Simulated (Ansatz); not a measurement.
Fields on a plane of ZnInGaO4 (InGaZnO4 type, space group R3m)

```
ZnInGaO4
1.0
    1.65738     0.95689     8.58370
   -1.65738     0.95689     8.58370
    0.00000    -1.91377     8.58370
In Ga Zn O
1 1 1 4
Cartesian
  0.00000   0.00000  25.67516
  0.00000   0.00000   5.48158
  0.00000   0.00000  20.11963
  0.00000   0.00000   3.50905
  0.00000   0.00000  22.63089
  0.00000   0.00000   7.43584
  0.00000   0.00000  18.15223
```

The slice is a (1 -1 0 2) plane (indices of the conventional cell) through the point (0.997, 0.997, 0.997) (fractional), spanned by u = [1 0 -1] and v = [010] in vectors of this cell: u (3.31 Å) and v (8.79 Å, at 90° to u). It covers one period; positions are fractions (u, v).

Atoms on it: In at (0.00, 0.00). Other atoms lie within 1 Å of the plane.

Method: PBEsol (plane waves to 420 eV, PAW, scalar-relativistic; Ansatz, a first-principles code). k mesh 12×12×12. Near the nuclei the fields are pseudised (PAW); where an atom keeps semicore shells as valence, they peak there. ZnInGaO4 was relaxed with its symmetry unable to fall.

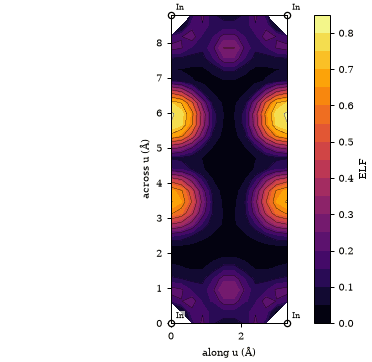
Figure: Electron localisation function (ELF), one period of the plane, atoms marked. Points within 0.4 Å of a nucleus are left white, as the pseudised field means little there.

```
|00000000000|
|00000000000|
|00000000000|
|00000000000|
|00000000000|
|11000000001|
|43100000013|
|96200000026|
|64100000014|
|21000000001|
|32100000012|
|21000000001|
|00000000000|
|00000000000|
|43100000013|
|97310000137|
|97410000147|
|44210000124|
|11000000001|
|00000000000|
|00000000000|
|00000000000|
|00000000000|
|00000000000|
|00000000000|
|00000000000|
|00000000000|
|00000000000|
```
Scale: ten equal steps from 0.000 (start of '0') to 0.072 (end of '9'), in the order '0123456789'. Values: density of the highest valence band (whole band, smooth part) in e/Å³. The map has 11 points along u (one character each, u = 0 at the left) and 28 along v (v = 0 in the bottom row).
